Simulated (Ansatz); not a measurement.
**Geometry relaxation of WH$_{2}$Cl$_{2}$OF$_{3}$ (part 1 of 2)**

- system: WH$_{2}$Cl$_{2}$OF$_{3}$, multiplicity 2
- method: UKS PBE/def2-SVP (Ansatz 0.2.0)

The input holds or restrains some coordinates. It belongs to a series of runs on one base structure; here: pulled along the bonds that form and break, towards end B. Figures and captions count atoms from 1; the log counts them from 0 in places.

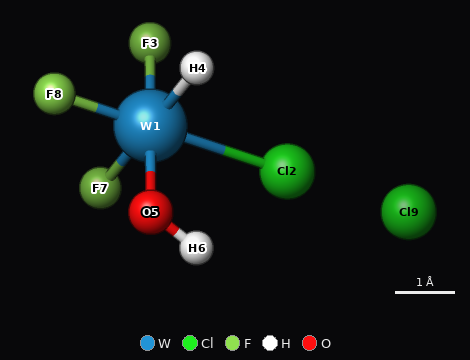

Figure 1. The structure as given in the input (ball-and-stick view, seen at a tilt; atoms are numbered from 1 in the order of the input). Sticks mark near contacts. Bond lengths as drawn: Cl–W 2.64 Å, F–W 1.85 Å, H–O 1.01 Å, H–W 1.72 Å and O–W 1.94 Å.

Input file:
```yaml
crystal:
  periodic: [false, false, false]
  atoms:
    - { symbol: W, position_ang: [0.0, 0.0, 0.0] }
    - { symbol: Cl, position_ang: [0.0, 0.0, 2.64] }
    - { symbol: F, position_ang: [1.85, 0.0, 0.0] }
    - { symbol: H, position_ang: [0.0, 1.72, 0.0] }
    - { symbol: O, position_ang: [-1.94, 0.0, 0.0] }
    - { symbol: H, position_ang: [-2.2771, -0.1263, 0.9437] }
    - { symbol: F, position_ang: [0.0, -1.85, 0.0] }
    - { symbol: F, position_ang: [0.0, 0.0, -1.85] }
    - { symbol: Cl, position_ang: [0.0, 0.0, 4.98] }
magnetization:
  spin_polarized: true
  initial_magnetization: 1
basis:
  gaussian: { orbitals: def2-SVP }
hamiltonian:
  xc: pbe
relax:
  f_tol: 0.15
  max_steps: 25
  restrain:
    - { distance: [1, 8], at: 2.04, k: 30.0 }
    - { distance: [0, 1], at: 3.59, k: 30.0 }
output:
  orbitals: {}
```

Machine: 4 threads of Arm Neoverse V2, 24 GiB of memory available, shared host.

Command:
```bash
ansatz run input.yaml --threads 4 --pin off --max-ram 5120MiB --backend cpu --events-out ev --progress --plain --runs-dir out
```

Output:
```
The last accepted step is kept in [file] (removed where the run ends without a failure and the disk answers)
Engine: ansatz 0.2.0, aarch64-unknown-linux-gnu
Functional definition: PBE
  parameter kappa = 0.804
  parameter beta = 0.06672455060314922
  exchange = pbe_x(kappa = kappa, mu = beta*pi^2/3)
  correlation = pbe_c(beta = beta)
1400 factors; their error is unknown
mean field evaluation 1: about -37054.3876 eV, gradient 6.1e1 eV
mean field evaluation 2: about -36643.1965 eV, gradient 2.4e2 eV
mean field evaluation 4: about -37020.4855 eV, gradient 9.1e1 eV
mean field evaluation 8: about -37069.0725 eV, gradient 2.4e-1 eV
mean field evaluation 16: about -37062.3368 eV, gradient 2.4e1 eV
mean field evaluation 32: about -37059.7726 eV, gradient 2.7e1 eV
mean field evaluation 64: about -37065.7200 eV, gradient 8.0e0 eV
mean field -37068.99468191 eV, -1362.2604282933 hartree, gradient 1.6e-5 eV, S^2 0.754139; 8 other end points of the search recorded, 0 dependent functions left out
the calculation of the forces begins
reference -37068.99475335 eV, -1362.2604309186 hartree; 43, 42 occupied and 91, 92 virtual orbitals, 1400 factors
relax step   1: F+E_penalty+E_count = -37068.99468191 eV  Δ(F+E_penalty+E_count) = +0.000e0 eV  max|allowed force component| = 3.237e0 eV/Å  E_restraint = 14.88750000 eV  max|allowed force component, restraints' pulls added| = 3.426e1 eV/Å  Δτ_max = 0.0000 Å  (303 SCF iters, accepted)
  distance Cl 1 - Cl 8 = 2.3400 Å
  distance W 0 - Cl 1 = 2.6400 Å
these checks for a lower state are left out or cut short: starts, cluster_reference, orbital_swaps, neighbouring_geometries, increment
1400 factors; their error is unknown
mean field evaluation 96: about -37067.1242 eV, gradient 8.6e1 eV
mean field -37068.45938986 eV, -1362.2407566731 hartree, gradient 1.7e-5 eV, S^2 0.755736; 0 other end points of the search recorded, 0 dependent functions left out
[... from here on the field's lines of each further geometry are left out, up to the last ...]
relax step   2: F+E_penalty+E_count = -37068.45938986 eV  Δ(F+E_penalty+E_count) = +5.353e-1 eV  max|allowed force component| = 4.026e0 eV/Å  E_restraint = 5.63116575 eV  max|allowed force component, restraints' pulls added| = 1.934e1 eV/Å  Δτ_max = 0.1947 Å  (71 SCF iters, accepted)
relax step   3: F+E_penalty+E_count = -37068.47017190 eV  Δ(F+E_penalty+E_count) = -1.078e-2 eV  max|allowed force component| = 5.881e0 eV/Å  E_restraint = 0.90179465 eV  max|allowed force component, restraints' pulls added| = 5.881e0 eV/Å  Δτ_max = 0.1929 Å  (77 SCF iters, accepted)
relax step   4: F+E_penalty+E_count = -37069.07708377 eV  Δ(F+E_penalty+E_count) = -6.069e-1 eV  max|allowed force component| = 1.491e0 eV/Å  E_restraint = 0.03527020 eV  max|allowed force component, restraints' pulls added| = 1.019e0 eV/Å  Δτ_max = 0.1947 Å  (56 SCF iters, accepted)
relax step   5: F+E_penalty+E_count = -37069.36253604 eV  Δ(F+E_penalty+E_count) = -2.855e-1 eV  max|allowed force component| = 1.123e0 eV/Å  E_restraint = 0.01133663 eV  max|allowed force component, restraints' pulls added| = 6.368e-1 eV/Å  Δτ_max = 0.1947 Å  (45 SCF iters, accepted)
relax step   6: F+E_penalty+E_count = -37069.52993755 eV  Δ(F+E_penalty+E_count) = -1.674e-1 eV  max|allowed force component| = 8.741e-1 eV/Å  E_restraint = 0.02029009 eV  max|allowed force component, restraints' pulls added| = 6.592e-1 eV/Å  Δτ_max = 0.1950 Å  (45 SCF iters, accepted)
relax step   7: F+E_penalty+E_count = -37069.61875771 eV  Δ(F+E_penalty+E_count) = -8.882e-2 eV  max|allowed force component| = 9.088e-1 eV/Å  E_restraint = 0.01341931 eV  max|allowed force component, restraints' pulls added| = 6.644e-1 eV/Å  Δτ_max = 0.1901 Å  (45 SCF iters, accepted)
relax step   8: F+E_penalty+E_count = -37069.66355227 eV  Δ(F+E_penalty+E_count) = -4.479e-2 eV  max|allowed force component| = 9.383e-1 eV/Å  E_restraint = 0.00968868 eV  max|allowed force component, restraints' pulls added| = 4.924e-1 eV/Å  Δτ_max = 0.1907 Å  (46 SCF iters, accepted)
relax step   9: F+E_penalty+E_count = -37069.68489272 eV  Δ(F+E_penalty+E_count) = -2.134e-2 eV  max|allowed force component| = 9.914e-1 eV/Å  E_restraint = 0.01010778 eV  max|allowed force component, restraints' pulls added| = 3.934e-1 eV/Å  Δτ_max = 0.1218 Å  (50 SCF iters, accepted)
relax step  10: F+E_penalty+E_count = -37069.69995098 eV  Δ(F+E_penalty+E_count) = -1.506e-2 eV  max|allowed force component| = 9.803e-1 eV/Å  E_restraint = 0.01221925 eV  max|allowed force component, restraints' pulls added| = 1.875e-1 eV/Å  Δτ_max = 0.0958 Å  (49 SCF iters, accepted)
relax step  11: F+E_penalty+E_count = -37069.71789320 eV  Δ(F+E_penalty+E_count) = -1.794e-2 eV  max|allowed force component| = 8.502e-1 eV/Å  E_restraint = 0.02116365 eV  max|allowed force component, restraints' pulls added| = 4.478e-1 eV/Å  Δτ_max = 0.1693 Å  (47 SCF iters, accepted)
relax step  12: F+E_penalty+E_count = -37069.72244539 eV  Δ(F+E_penalty+E_count) = -4.552e-3 eV  max|allowed force component| = 8.722e-1 eV/Å  E_restraint = 0.01881880 eV  max|allowed force component, restraints' pulls added| = 3.251e-1 eV/Å  Δτ_max = 0.0995 Å  (47 SCF iters, accepted)
the calculation of the forces begins
reference -37069.71848033 eV, -1362.2870273943 hartree; 43, 42 occupied and 91, 92 virtual orbitals, 1400 factors
relax step  13: F+E_penalty+E_count = -37069.71841063 eV  Δ(F+E_penalty+E_count) = +4.035e-3 eV  max|allowed force component| = 9.511e-1 eV/Å  E_restraint = 0.01076672 eV  max|allowed force component, restraints' pulls added| = 6.988e-2 eV/Å  Δτ_max = 0.0935 Å  (46 SCF iters, accepted)
  distance Cl 1 - Cl 8 = 2.0665 Å
  distance W 0 - Cl 1 = 3.5858 Å
1400 factors; their error is unknown
mean field evaluation 256: about -37066.9765 eV, gradient 1.9e1 eV
```

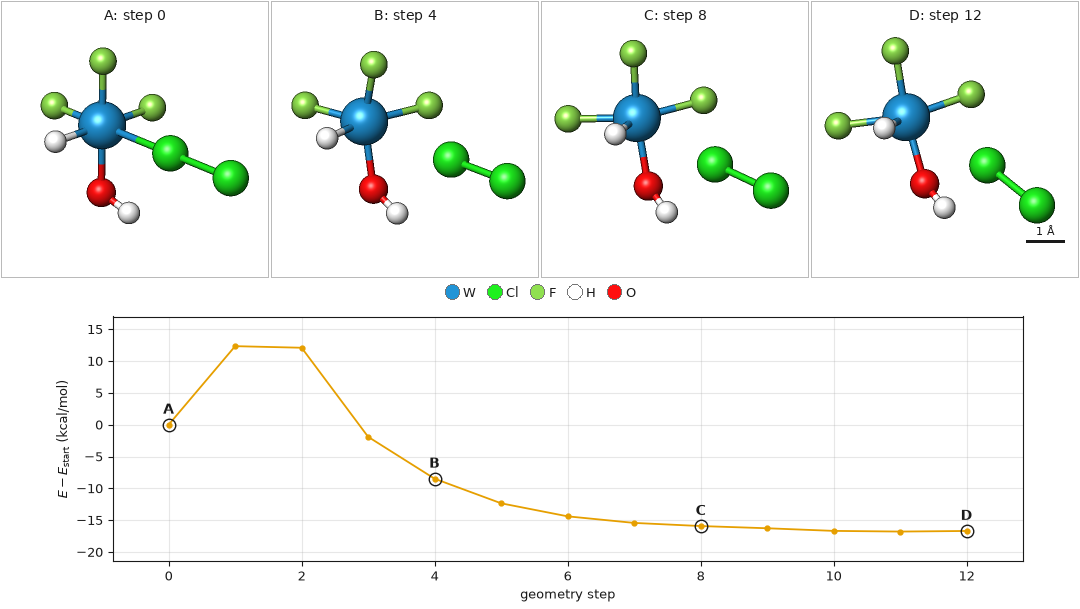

Figure 2. Frames of the restrained relaxation (ball-and-stick view, seen at a tilt) above the curves, on which the letters mark them (the first geometry is step 0 here and step 1 in the log).

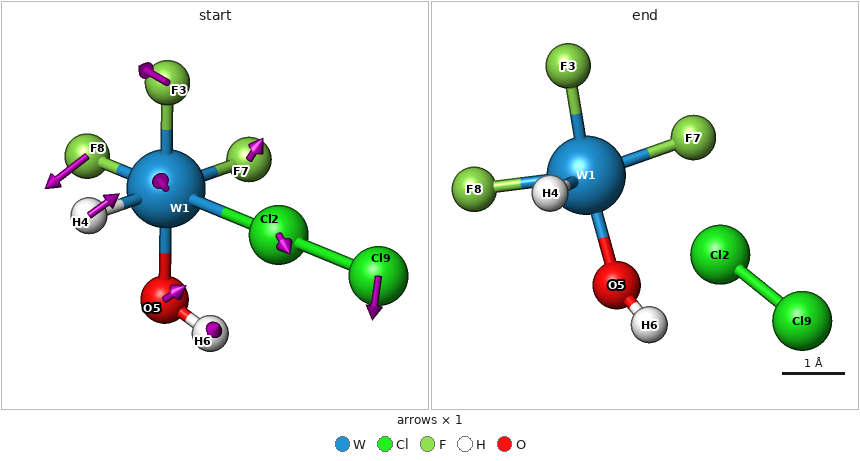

Figure 3. Before (left) and after (right) the restrained relaxation, at one scale (ball-and-stick view, seen at a tilt). The pink arrows give the displacements, at true length. The largest move after the best rigid fit is that of F8, 0.90 Å. Largest moves by element: F 0.90 Å, Cl 0.74 Å, H 0.62 Å, W 0.57 Å, O 0.50 Å. Among the contacts that change: W1–Cl2 2.640 → 3.586 Å, Cl2–Cl9 2.340 → 2.066 Å, W1–O5 1.940 → 1.843 Å, W1–F7 1.850 → 1.899 Å. Bonds break: W1–Cl2 (2.64 → 3.59 Å). Among the angles that change: F7–W1–F8 90.0° → 147.3°, H4–W1–F7 180.0° → 127.2°, W1–O5–H6 109.5° → 140.9°. The energy falls by 16.7 kcal/mol in 12 geometry steps. Largest force component: 3.2 eV/Å at the start, 0.95 eV/Å at the end. (Atoms are counted from 1 in the order of the input.)

```
mean field -37069.71841063 eV, -1362.2870248329 hartree, gradient 2.7e-5 eV, S^2 0.752756; 6 other end points of the search recorded, 0 dependent functions left out
the calculation of the forces begins
reference -37069.71848033 eV, -1362.2870273943 hartree; 43, 42 occupied and 91, 92 virtual orbitals, 1400 factors
Total energy: -37069.71848033 eV, -1362.2870273943 hartree
Atom 0 at    -0.000295    -0.269553    -0.504743 Å, force    -0.076137     0.027569     0.146414 eV/Å
Atom 1 at    -0.176673     0.133531     3.053921 Å, force     0.239766    -0.054944    -0.951113 eV/Å
Atom 2 at     1.828379    -0.224660    -0.865288 Å, force     0.006576     0.021060    -0.005752 eV/Å
Atom 3 at     0.355242     1.219066     0.211251 Å, force     0.027328    -0.000568     0.016168 eV/Å
Atom 4 at    -1.624818    -0.118701     0.352413 Å, force    -0.022775    -0.014888     0.004065 eV/Å
Atom 5 at    -2.004337     0.010674     1.248117 Å, force     0.049333    -0.005506    -0.036811 eV/Å
Atom 6 at     0.358105    -1.997071     0.196926 Å, force    -0.007747     0.002786     0.008534 eV/Å
Atom 7 at    -0.401444     0.778661    -2.030046 Å, force     0.009896    -0.013930     0.001399 eV/Å
Atom 8 at    -0.701259     0.211754     5.051150 Å, force    -0.226241     0.038421     0.817095 eV/Å
Dipole moment:    -0.492531    -0.009501     0.014735 e Å
```

Trajectory as extended XYZ (Å, eV, eV/Å), 13 frames, from step=1 to step=13:
```
9
Properties=species:S:1:pos:R:3:forces:R:3 step=1 energy=-37068.99468
W     0.0000    0.0000    0.0000   -1.9318   0.5886   0.1080
Cl    0.0000    0.0000    2.6400   -0.0714   0.2277  -3.2369
F     1.8500    0.0000    0.0000    0.4316   0.2098   0.4184
H     0.0000    1.7200    0.0000    0.1273   0.6264   0.1652
O    -1.9400    0.0000    0.0000    1.4151   0.1055   1.7801
H    -2.2771   -0.1263    0.9437   -0.1004   0.1986  -1.1541
F     0.0000   -1.8500    0.0000    0.2705  -2.4067   0.3539
F     0.0000    0.0000   -1.8500   -0.1368   0.4765   0.2711
Cl    0.0000    0.0000    4.9800   -0.0043  -0.0264   1.2942
9
Properties=species:S:1:pos:R:3:forces:R:3 step=2 energy=-37068.45939
W    -0.0118   -0.0002   -0.1522   -1.1738  -0.5778   2.5384
Cl   -0.0009    0.0029    2.8347   -0.0626   0.5272  -2.0060
F     1.8499    0.0027    0.0002   -0.3694   0.1144   0.4615
H     0.0014    1.7274   -0.0005    0.1251   0.2939   0.2200
O    -1.9301    0.0024    0.0072    1.4877   0.0219   1.4066
H    -2.2771   -0.1247    0.9369   -0.1446   0.1784  -0.8013
F     0.0031   -1.8712    0.0006    0.2528  -1.5221   0.9212
F    -0.0016    0.0047   -1.8964   -0.0934   1.1364  -4.0255
Cl    0.0000   -0.0003    4.9832   -0.0218  -0.1723   1.2851
```
